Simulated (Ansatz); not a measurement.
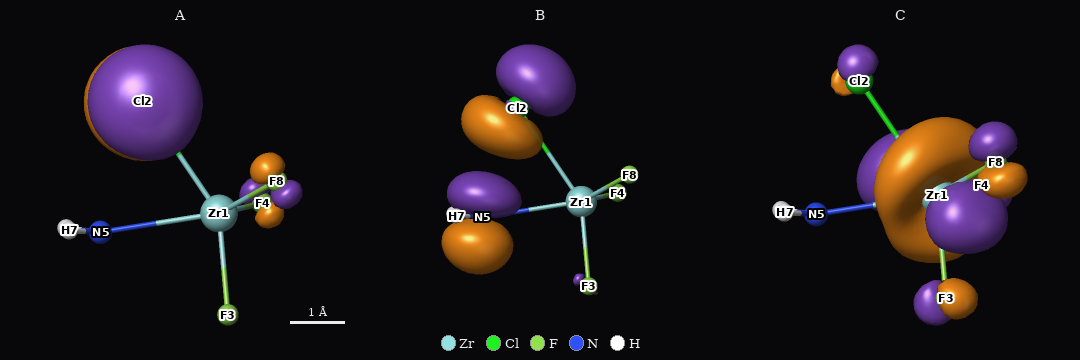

*ClF₃H₂NZr (doublet). Three frontier orbitals at ±0.15 Å⁻³ᐟ² (orange and purple are the two phases), in no order.*

Core potentials replace the inner electrons of Zr.

These are results of UKS PBE-D4/def2-SVP (Ansatz 0.2.0), not measurements.

```xyz
8

Zr    0.2056    0.0839    0.7147
Cl   -2.0108   -0.5223    1.7849
F     1.6646   -0.3766   -0.4502
F    -0.2219    1.8525    0.1391
N    -0.8957   -1.6048   -0.2641
H    -1.7100   -1.5043   -0.8894
H    -0.8752   -2.5858    0.0576
F     1.1557   -0.0027    2.3679
```

Which picture is the HOMO−1, the HOMO and the LUMO? All are α orbitals.

Answer. A is the HOMO−1 (α) (−7.83 eV). Its weight (Hirshfeld) is mainly on Cl2 (about 90 %); largely a lone pair of Cl2. B is the HOMO (α) (−7.00 eV). It lies mainly on Cl2 (about 50 %) and N5 (about 40 %); largely a combination of lone pairs on Cl2 and N5. C is the LUMO (α) (−1.99 eV). It lies mainly on Zr1 (about 70 %), F8 (about 10 %) and Cl2 (about 5 %).

What is the gap between the highest occupied and lowest empty α orbitals?

Answer. 5.01 eV between the orbital energies.
